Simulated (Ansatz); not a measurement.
Input

```
crystal:
  lattice:
    - [3.66824326, 0.0, 0.0]
    - [-1.83412163, 3.17679185, 0.0]
    - [0.0, 0.0, 18.55580833]
  atoms:
    - { symbol: Na, position: [0.0, 0.0, 0.0] }
    - { symbol: Na, position: [0.66666667, 0.33333333, 0.29887084] }
    - { symbol: Na, position: [0.0, 0.0, 0.46900965] }
    - { symbol: Na, position: [0.0, 0.0, 0.70112916] }
    - { symbol: Be, position: [0.33333333, 0.66666667, 0.58506941] }
    - { symbol: Hg, position: [0.33333333, 0.66666667, 0.14943542] }
    - { symbol: Hg, position: [0.33333333, 0.66666667, 0.85056458] }
basis:
  ecutwfc: 420
kpoints:
  mp_grid: { grid: [12, 12, 2] }
hamiltonian:
  xc: pbe
scf:
  occupations: { method: gaussian, width: 0.1 }
output:
  forces: true
  stress: true
  eigenvalues: true
  write_density: true
  write_potential: true
  elf: true
  volumetric_format: npy
relax:
  adjacent_minimum: "off"
  f_tol: 0.01
  max_steps: 80
  cell: { stress_tol: 0.05 }
```

Command:

```sh
ansatz run input.yaml --threads 1 --pin off --max-ram 2560MiB --backend cpu --events-out ev --progress --plain --runs-dir out
```

Below, planes, directions and counts refer to the conventional cell (a = 3.43 Å, b = 3.43 Å, c = 18.21 Å, α = 90.00°, β = 90.00°, γ = 120.00°).

The fields are those of the relaxed geometry.

Space group P3m1; a structure generated by program, which may or may not match a known phase.

The calculation used DFT PBE, scalar-relativistic, plane waves, PAW in Ansatz.

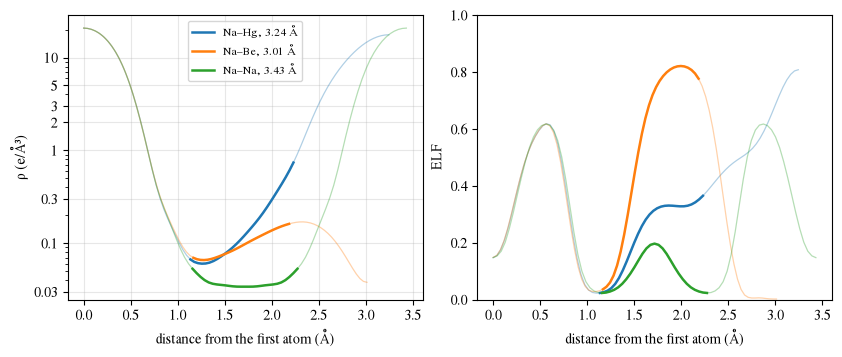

Na$_{4}$BeHg$_{2}$. Valence charge density (pseudo) and electron localisation function along straight lines between neighbouring atoms. Thin, pale parts lie inside the atomic spheres.

The density is the valence pseudo-density of a PAW calculation; it isn't the true density close to the nuclei.

Question: What can be read from the curves?

Answer: Na–Hg (3.24 Å): the density is about 0.1 e/Å³ at the midpoint, with its minimum of 0.06 e/Å³ about 1.3 Å from Na; the ELF is about 0.30 at the midpoint; no shared electron pair shows on this line.
Na–Be (3.01 Å): the density is about 0.08 e/Å³ at the midpoint, with its minimum of 0.07 e/Å³ about 1.3 Å from Na; the ELF is about 0.45 at the midpoint.
Na–Na (3.43 Å): the density is about 0.03 e/Å³ at the midpoint; the ELF is about 0.20 at the midpoint (no localised pair shows between them).
